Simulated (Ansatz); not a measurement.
Base system: CsPbBr3 in the cubic perovskite structure (space group Pm-3m, No. 221; a = 5.770 Å). Axes: x, y, z lie along the cube axes.

Modification: biaxial strain +1.80 %, plane normal [001], relaxed out of plane (Cartesian); in-plane vectors clamped, the third vector and the atoms free.

Computed with DFT with LDA, PAW potentials and a 420 eV plane-wave cutoff in Ansatz (a first-principles code), no spin-orbit coupling.

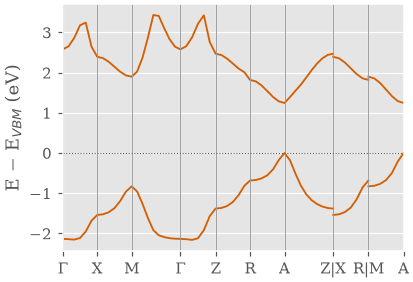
*Highest valence and lowest conduction band along the path of the changed cell's own zone*

Read the changed gap and its character from the plot.

About 1.2 eV, direct at A.

With Pb present, leaving out spin-orbit coupling can change the band edges. Whether these cells are dynamically stable was not tested. Many cubic perovskites are stable only at high temperature; tilts and polar distortions were not tested. This is not the structure that CsPbBr3 has at room temperature and ambient pressure. Labels are those of the standard path for the cell's own space group.
